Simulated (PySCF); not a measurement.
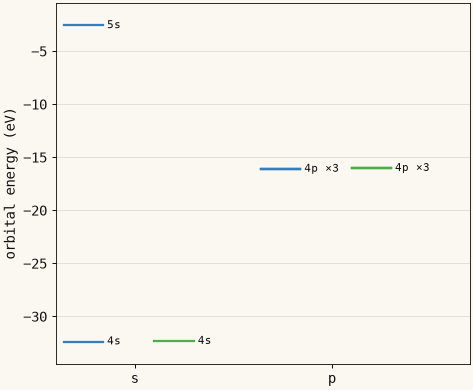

Fig. 1: Orbital energies of the mean field, from the top down to −32.4 eV, by angular momentum, α spin at the left of each column and β at the right; ×n counts the orbitals under one label. The highest filled orbital is 5s α at −2.57 eV, the lowest empty one s β at −2.04 eV.

**Run report: Rb, atomic calculation**

Rb, configuration 1s2 2s2 2p6 3s2 3p6 3d10 4s2 4p6 5s1, multiplicity 2. Computed at this level: unrestricted BP86, def2-SVP with ECP28, scalar-relativistic core potential (PySCF).

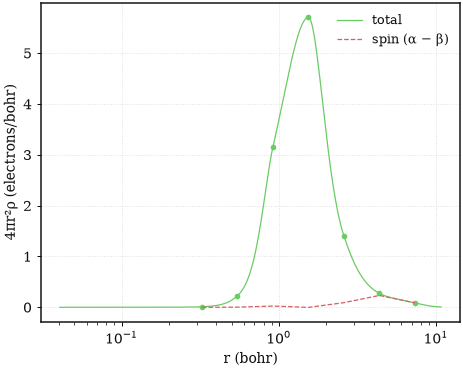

Fig. 2: Spherically averaged radial density 4πr²ρ of the mean field (valence electrons alone, under a core potential) and its spin part; markers are the stored points, which are sparse, and the line is a monotone interpolation between them. The largest stored value is 5.70 electrons/bohr at r = 1.5 bohr. Root-mean-square radii of the shells: 4s 1.56, 4p 1.87, 5s 5.46 bohr.

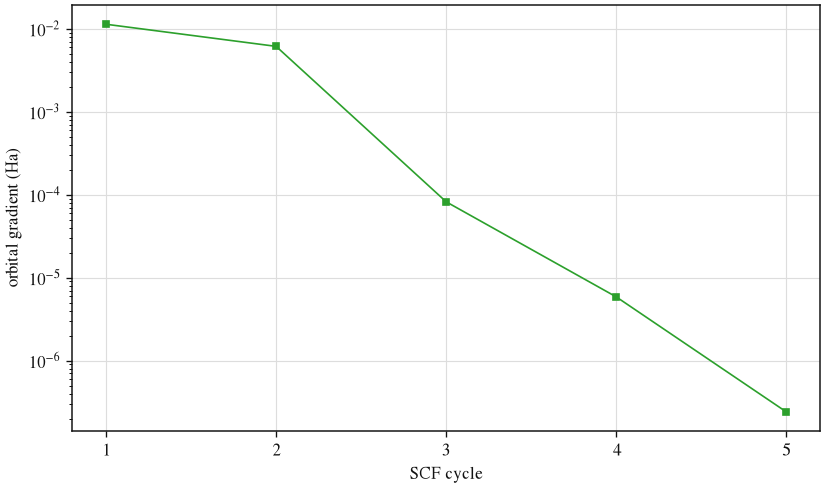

Fig. 3: Convergence: orbital gradient against the SCF cycle. The residual falls at every step. It goes from 0.011 to 2.4×10⁻⁷ in 5 steps.

Input and output of the run follow.

The input:
```python
from pyscf import gto, scf, dft, mp, cc
import basis_set_exchange as bse
txt = bse.get_basis("def2-SVP", elements=["Rb"], fmt="nwchem", header=False)
cut = txt.index("\nECP")
mol = gto.M(atom="Rb 0 0 0", charge=0, spin=1, symmetry="D2h",
            basis=gto.basis.parse(txt[:cut]),
            ecp={"Rb": gto.basis.parse_ecp(txt[cut:])})
mf = dft.UKS(mol, xc="B88,P86")
mf.irrep_nelec = {'Ag': (2, 1), 'B1u': (1, 1), 'B2u': (1, 1), 'B3u': (1, 1)}
mf.kernel()
```

The script is an equivalent of what the driver set up; the driver started from orbitals of its own, so the log can be shorter than this script's would be, and it computed the properties (radii, ⟨L²⟩, response) afterwards. It held the occupations shell by shell, which the script's counts by irreducible representation don't always enforce.

The run was one of a batch that the task file lists, launched with:
```bash
OMP_NUM_THREADS=1 python <driver script> TASK.json OUT
```

Output (extracts):
```
damping factor = 0
level_shift factor = 0
DIIS = <class 'pyscf.scf.diis.CDIIS'>
diis_start_cycle = 1
diis_space = 10
diis_damp = 0
SCF conv_tol = 1e-09
SCF conv_tol_grad = None
number electrons alpha = 5  beta = 4
XC functionals = B88,P86
    A. D. Becke.,  Phys. Rev. A 38, 3098 (1988)
    J. P. Perdew.,  Phys. Rev. B 33, 8822 (1986)
cycle= 1 E= -24.12172739132  delta_E= -0.00241  |g|= 0.0114  |ddm|= 0.442
cycle= 2 E= -24.1217993296727  delta_E= -7.19e-05  |g|= 0.00617  |ddm|= 0.0414
cycle= 3 E= -24.1218272338445  delta_E= -2.79e-05  |g|= 8.22e-05  |ddm|= 0.0187
cycle= 4 E= -24.1218272523386  delta_E= -1.85e-08  |g|= 5.86e-06  |ddm|= 0.00207
cycle= 5 E= -24.1218272523777  delta_E= -3.91e-11  |g|= 2.4e-07  |ddm|= 6.64e-05
converged SCF energy = -24.1218272523777  <S^2> = 0.75012626  2S+1 = 2.0001263
```

Results in brief:

- outcome: converged
- total energy (valence electrons, under a core potential): −24.121827 hartree
- ⟨S²⟩: 0.750
- SCF iterations: 5
- hardware: 1 thread of Intel Xeon @ 2.90GHz, 163 GiB of memory available, shared host
